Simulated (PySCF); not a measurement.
BH, SMILES [BH] (connectivity only; charge and spin as stated), neutral, multiplicity 1.

Coordinates come from a r2SCAN-D4/def2-TZVPD optimisation.

Lowest vertical singlet excitation by several levels in PySCF, with rough processor times relative to the cheapest run on one machine. Each run also gave further roots (ADC and EOM-CCSD ionised and attached states too); roots are paired by order and the bases differ. EOM-CCSD serves as a yardstick, not as the true value; all levels that ended soundly for this molecule are listed, with differences from unrounded values.

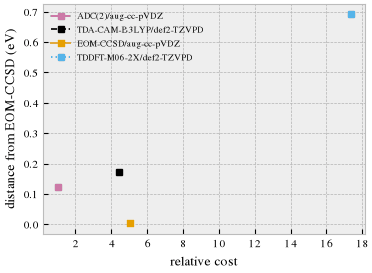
Figure: Cost against distance from EOM-CCSD for the lowest singlet.

```json
[
 {"level": "ADC(2)/aug-cc-pVDZ", "relative cost": "1", "S1 (eV)": "2.85", "S1 minus EOM-CCSD (eV)": "-0.12"},
 {"level": "TDA-CAM-B3LYP/def2-TZVPD", "relative cost": "4", "S1 (eV)": "2.80", "S1 minus EOM-CCSD (eV)": "-0.17"},
 {"level": "EOM-CCSD/aug-cc-pVDZ", "relative cost": "5", "S1 (eV)": "2.97", "S1 minus EOM-CCSD (eV)": "0.00"},
 {"level": "TDDFT-M06-2X/def2-TZVPD", "relative cost": "20", "S1 (eV)": "2.28", "S1 minus EOM-CCSD (eV)": "-0.69"}
]
```

Problem. Which is the cheapest level here that lands within 0.5 eV of EOM-CCSD?

Solution. ADC(2)/aug-cc-pVDZ, at about 20 % of the cost of EOM-CCSD.
